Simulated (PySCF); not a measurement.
# One shape, several levels: CH6GaN (SMILES [CH3][GaH][NH2])

Aim: a comparison of 6 runs (HF/STO-3G, HF/3-21G, B3LYP/6-31G*, B2PLYP/pcseg-1, wB97X/cc-pVTZ, CCSD(T)/3-21G) of CH6GaN. 

Program for the calculation: PySCF 2.14.0.

## 1. The molecule

CH6GaN has 9 atoms, charge 0, and is taken as a singlet. As SMILES, `[CH3][GaH][NH2]`. Geometry: relaxed at PBE0-D4/def2-TZVP.

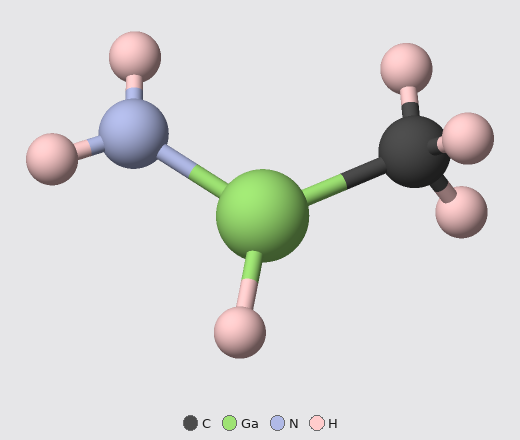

Viewed from a chosen angle; carbon dark grey, gallium green, nitrogen light blue, hydrogen pink.

## 2. Energy and forces at HF/STO-3G (run 1)

The input, calc.py:

```python
from pyscf import gto, scf

mol = gto.M(
    atom='''
C     -0.279100     0.944700    -1.124800
Ga     0.513400    -0.531900    -0.104400
N     -0.068200    -0.807600     1.596800
H     -0.756000     0.568300    -2.033100
H      0.493400     1.652200    -1.435600
H     -1.026300     1.483500    -0.540100
H      1.617900    -1.521300    -0.608700
H      0.276500    -1.536600     2.197700
H     -0.771600    -0.251300     2.052200
''',
    charge=0,
    max_memory=1860,
    verbose=4,
    basis='sto-3g',
)

mf = scf.RHF(mol)
mf.conv_tol = 1e-10
mf.kernel()
if not mf.converged:
    mf = mf.newton().run(mf.mo_coeff, mf.mo_occ)

e_tot = mf.e_tot
print('Final energy', e_tot)
grad = mf.nuc_grad_method().kernel()
mf.analyze()
```

On the command line:

```bash
$ OMP_NUM_THREADS=1 python calc.py
```

What it wrote:

```text
PySCF version 2.14.0

[... 70 lines left out ...]
Final energy -1995.5387778387299
[... 15 lines left out ...]
Two-electron Energy =                  990.242069202109974
[... 5 lines left out ...]
MO #2   energy= -46.6548154934958  occ= 2
[... 3 lines left out ...]
MO #6   energy= -15.2447013139973  occ= 2
[... 3 lines left out ...]
MO #10  energy= -3.88690529940347  occ= 2
[... 3 lines left out ...]
MO #14  energy= -0.571458764546474 occ= 2
[... 3 lines left out ...]
MO #18  energy= -0.42012209321587  occ= 2
[... 3 lines left out ...]
MO #22  energy= -0.280672583474553 occ= 2
[... 3 lines left out ...]
MO #26  energy= 0.229935208030669  occ= 0
[... 3 lines left out ...]
MO #30  energy= 0.725012945475199  occ= 0
[... 3 lines left out ...]
MO #34  energy= 0.817426351230459  occ= 0
[... 7 lines left out ...]
pop of  1 Ga 1s           2.00000
pop of  1 Ga 2s           1.99999
pop of  1 Ga 3s           1.99860
pop of  1 Ga 4s           1.09237
pop of  1 Ga 2px          2.00000
pop of  1 Ga 2py          2.00000
pop of  1 Ga 2pz          2.00000
pop of  1 Ga 3px          1.99897
pop of  1 Ga 3py          1.99898
pop of  1 Ga 3pz          1.99912
pop of  1 Ga 4px          0.54213
pop of  1 Ga 4py          0.60801
pop of  1 Ga 4pz          0.64828
pop of  1 Ga 3dxy         1.91610
pop of  1 Ga 3dyz         1.95294
pop of  1 Ga 3dz^2        1.93314
pop of  1 Ga 3dxz         1.95549
pop of  1 Ga 3dx2-y2      1.98973
pop of  2 N 1s            1.99986
pop of  2 N 2s            1.28589
pop of  2 N 2px           1.44001
pop of  2 N 2py           1.34329
pop of  2 N 2pz           1.28439
pop of  3 H 1s            0.97052
pop of  4 H 1s            0.97052
pop of  5 H 1s            0.97469
pop of  6 H 1s            1.09395
pop of  7 H 1s            0.89277
pop of  8 H 1s            0.89368
 ** Mulliken atomic charges  **
charge of    0C =     -0.21654
charge of    1Ga =      0.36614
charge of    2N =     -0.35344
charge of    3H =      0.02948
charge of    4H =      0.02948
charge of    5H =      0.02531
charge of    6H =     -0.09395
charge of    7H =      0.10723
charge of    8H =      0.10632
Dipole moment(X, Y, Z, Debye): -0.26835, -0.09440,  0.72808
```

Wall time 2.4 s (1 thread of Intel Xeon 6975P-C (Granite Rapids), shared host); peak memory 0.12 GiB.

## 3. Energy and gradient at HF/3-21G (run 2)

The input, mol.xyz:

```xyz
9
CH6GaN
C     -0.279100     0.944700    -1.124800
Ga     0.513400    -0.531900    -0.104400
N     -0.068200    -0.807600     1.596800
H     -0.756000     0.568300    -2.033100
H      0.493400     1.652200    -1.435600
H     -1.026300     1.483500    -0.540100
H      1.617900    -1.521300    -0.608700
H      0.276500    -1.536600     2.197700
H     -0.771600    -0.251300     2.052200
```

The input, job.py:

```python
import pyscf.grad
from pyscf import gto

mol = gto.Mole()
mol.atom = 'mol.xyz'
mol.charge = 0
mol.spin = 0
mol.max_memory = 1860
mol.basis = '3-21g'
mol.verbose = 3
mol.build()

mf = mol.RHF()
mf.conv_tol = 1e-10
mf.kernel()
if not mf.converged:
    mf = mf.newton().run(mf.mo_coeff, mf.mo_occ)

energy = mf.e_tot
print('E = %.10f Eh' % energy)
grad = mf.Gradients().kernel()
dip = mf.dip_moment()
pop, q = mf.mulliken_pop()
```

On the command line:

```bash
$ OMP_NUM_THREADS=1 python job.py
```

What it wrote:

```text
converged SCF energy = -2009.15939706921
E = -2009.1593970692 Eh
--------------- RHF gradients ---------------
         x                y                z
0 C     0.0000296270    -0.0026969807     0.0049776770
1 Ga     0.0080447101     0.0028397541    -0.0217917259
2 N    -0.0045477187    -0.0020757036     0.0130729978
3 H    -0.0007099637    -0.0031406933    -0.0033975976
4 H     0.0043612352     0.0012605538    -0.0009505654
5 H    -0.0030421439     0.0016087470     0.0034242685
6 H    -0.0037342235     0.0024651302     0.0032951555
7 H     0.0022234830    -0.0031029844     0.0010230071
8 H    -0.0026250055     0.0028421769     0.0003467829
----------------------------------------------
Dipole moment(X, Y, Z, Debye): -0.52810,  0.24426,  0.65719
 ** Mulliken pop  **
pop of  0 C 1s            1.98754
pop of  0 C 2s            0.33937
pop of  0 C 3s            1.18754
pop of  0 C 2px           0.52411
pop of  0 C 2py           0.53218
pop of  0 C 2pz           0.53102
pop of  0 C 3px           0.61457
pop of  0 C 3py           0.69452
pop of  0 C 3pz           0.63703
pop of  1 Ga 1s           1.99983
pop of  1 Ga 2s           1.99844
pop of  1 Ga 3s           1.99511
pop of  1 Ga 4s           0.66358
pop of  1 Ga 5s           0.19396
pop of  1 Ga 2px          1.99855
pop of  1 Ga 2py          1.99852
pop of  1 Ga 2pz          1.99854
pop of  1 Ga 3px          1.98561
pop of  1 Ga 3py          1.98610
pop of  1 Ga 3pz          1.98726
pop of  1 Ga 4px          0.29965
pop of  1 Ga 4py          0.34189
pop of  1 Ga 4pz          0.33864
pop of  1 Ga 5px          0.10377
pop of  1 Ga 5py          0.08539
pop of  1 Ga 5pz          0.04159
pop of  1 Ga 3dxy         1.98314
pop of  1 Ga 3dyz         1.98394
pop of  1 Ga 3dz^2        1.97702
pop of  1 Ga 3dxz         1.98375
pop of  1 Ga 3dx2-y2      1.99366
pop of  2 N 1s            1.98636
pop of  2 N 2s            0.35589
pop of  2 N 3s            1.31080
pop of  2 N 2px           0.62043
pop of  2 N 2py           0.59715
pop of  2 N 2pz           0.59135
pop of  2 N 3px           0.90279
pop of  2 N 3py           0.83541
pop of  2 N 3pz           0.84918
pop of  3 H 1s            0.45703
pop of  3 H 2s            0.33023
pop of  4 H 1s            0.45708
pop of  4 H 2s            0.33014
pop of  5 H 1s            0.45857
pop of  5 H 2s            0.33156
pop of  6 H 1s            0.40059
pop of  6 H 2s            0.82896
pop of  7 H 1s            0.44669
pop of  7 H 2s            0.23625
pop of  8 H 1s            0.44660
pop of  8 H 2s            0.24113
 ** Mulliken atomic charges  **
charge of    0C =     -1.04787
charge of    1Ga =      1.06206
charge of    2N =     -1.04936
charge of    3H =      0.21274
charge of    4H =      0.21278
charge of    5H =      0.20987
charge of    6H =     -0.22955
charge of    7H =      0.31705
charge of    8H =      0.31228
```

Run time: 2.5 s. Hardware: 1 thread of Intel Xeon 6975P-C (Granite Rapids), shared host; peak memory 0.12 GiB.

Runs 3 to 5 aren't shown in full; the table further down has their settings and results.

## 4. A single-point energy at CCSD(T)/3-21G (run 6)

The input, run.py:

```python
from pyscf import gto, cc

mol = gto.Mole()
mol.atom = '''
C     -0.527423     1.785224    -2.125564
Ga     0.970185    -1.005145    -0.197287
N     -0.128879    -1.526143     3.017515
H     -1.428633     1.073931    -3.842002
H      0.932391     3.122206    -2.712891
H     -1.939426     2.803409    -1.020641
H      3.057388    -2.874840    -1.150276
H      0.522509    -2.903753     4.153051
H     -1.458113    -0.474888     3.878096
'''
mol.verbose = 4
mol.charge = 0
mol.max_memory = 1860
mol.spin = 0
mol.unit = 'bohr'
mol.basis = '3-21g'
mol.build()

myscf = mol.RHF()
myscf.conv_tol = 1e-10
myscf.kernel()
if not myscf.converged:
    myscf = myscf.newton().run(myscf.mo_coeff, myscf.mo_occ)

mycc = cc.CCSD(myscf, frozen=11)
mycc.kernel()
e_t = mycc.ccsd_t()
e_final = mycc.e_tot + e_t
print(f'total energy: {e_final:.8f} hartree')
myscf.analyze()
```

On the command line:

```bash
$ OMP_NUM_THREADS=1 python run.py
```

What it wrote:

```text
PySCF version 2.14.0

[... 76 lines left out ...]
Init t2, MP2 energy = -2009.4009492373  E_corr(MP2) -0.241552165044382
[... 20 lines left out ...]
Two-electron Energy =                  981.584755545351300
[... 7 lines left out ...]
MO #4   energy= -42.2180117646399  occ= 2
[... 5 lines left out ...]
MO #10  energy= -4.40707720580076  occ= 2
[... 5 lines left out ...]
MO #16  energy= -1.08764377683176  occ= 2
[... 5 lines left out ...]
MO #22  energy= -0.535295324483563 occ= 2
[... 5 lines left out ...]
MO #28  energy= 0.167454623503815  occ= 0
[... 5 lines left out ...]
MO #34  energy= 0.373083454993187  occ= 0
[... 5 lines left out ...]
MO #40  energy= 1.06878915966292   occ= 0
[... 5 lines left out ...]
MO #46  energy= 1.41744703911825   occ= 0
[... 5 lines left out ...]
MO #52  energy= 2.56998691838315   occ= 0
[... 25 lines left out ...]
pop of  1 Ga 5px          0.00431
pop of  1 Ga 5py          0.00594
pop of  1 Ga 5pz          0.00737
pop of  1 Ga 3dxy         1.99078
pop of  1 Ga 3dyz         1.99211
pop of  1 Ga 3dz^2        1.98914
pop of  1 Ga 3dxz         1.99219
pop of  1 Ga 3dx2-y2      1.99698
pop of  2 N 1s            1.99977
pop of  2 N 2s            1.31276
pop of  2 N 3s            0.00243
pop of  2 N 2px           1.49488
pop of  2 N 2py           1.41152
pop of  2 N 2pz           1.40378
pop of  2 N 3px           0.00977
pop of  2 N 3py           0.00743
pop of  2 N 3pz           0.00617
pop of  3 H 1s            0.89246
pop of  3 H 2s            0.00741
pop of  4 H 1s            0.89244
pop of  4 H 2s            0.00741
pop of  5 H 1s            0.89583
pop of  5 H 2s            0.00762
pop of  6 H 1s            1.14481
pop of  6 H 2s            0.00055
pop of  7 H 1s            0.79416
pop of  7 H 2s            0.00988
pop of  8 H 1s            0.79720
pop of  8 H 2s            0.00979
 ** Mulliken atomic charges  **
charge of    0C =     -0.55458
charge of    1Ga =      0.66263
charge of    2N =     -0.64850
charge of    3H =      0.10014
charge of    4H =      0.10015
charge of    5H =      0.09655
charge of    6H =     -0.14536
charge of    7H =      0.19596
charge of    8H =      0.19301
Dipole moment(X, Y, Z, Debye): -0.52811,  0.24426,  0.65719
```

Wall time 2.2 s (1 thread of Intel Xeon 6975P-C (Granite Rapids), shared host); peak memory 0.15 GiB.

## 5. All runs side by side

| run | level | Cartesian functions | integration grid | energy (Eh) | dipole moment (D) of the reference | HOMO energy (eV) | LUMO energy (eV) | wall time |
| --- | --- | --- | --- | --- | --- | --- | --- | --- |
| 1 | HF/STO-3G | no | – | -1995.538778 | 0.78 | -6.87 | 6.26 | 2.4 s |
| 2 | HF/3-21G | no | – | -2009.159397 | 0.88 | -10.15 | 2.69 | 2.5 s |
| 3 | B3LYP/6-31G* (Cartesian functions) | yes | 5 | -2021.109102 | 1.02 | -6.67 | -0.35 | 18 s |
| 4 | B2PLYP/pcseg-1 | no | 5 | -2020.562838 | 0.78 | -8.38 | 0.76 | 20 s |
| 5 | wB97X/cc-pVTZ | no | 5 | -2021.435822 | 0.82 | -9.63 | 1.59 | 3.6 min |
| 6 | CCSD(T)/3-21G | no | – | -2009.439321 | 0.88 | -10.15 | 2.69 | 2.2 s |

## 6. Outcome

| quantity | value |
| --- | --- |
| run 6: total energy | -2009.43932 Eh |
| run 6: dipole moment (Hartree–Fock density) | 0.88 D |
| run 6: HOMO energy (Hartree–Fock orbitals) | -10.15 eV |
| run 6: LUMO energy (Hartree–Fock orbitals) | 2.69 eV |
| run 6: HOMO–LUMO gap (Hartree–Fock orbitals) | 12.84 eV |
| run 6: correlation energy (11 core orbitals frozen) | -279.9 mEh |
| run 6: (T) correction | -6.66 mEh |
| run 6: T1 diagnostic | 0.015 |

What this shows: Over runs 1, 2, 3, 4, 5 the dipole moment (its size) runs from 0.78 D (HF/STO-3G) to 1.02 D (B3LYP/6-31G*). The two ends differ in method and basis. Over runs 1, 2, 3, 4, 5 the HOMO–LUMO gap runs from 6.31 eV (B3LYP/6-31G*) to 13.12 eV (HF/STO-3G). Totals of different functionals can't be ranked against each other. In run 1 the basis is minimal, so the values are rough. All runs together took 4.4 min, the longest 3.6 min.
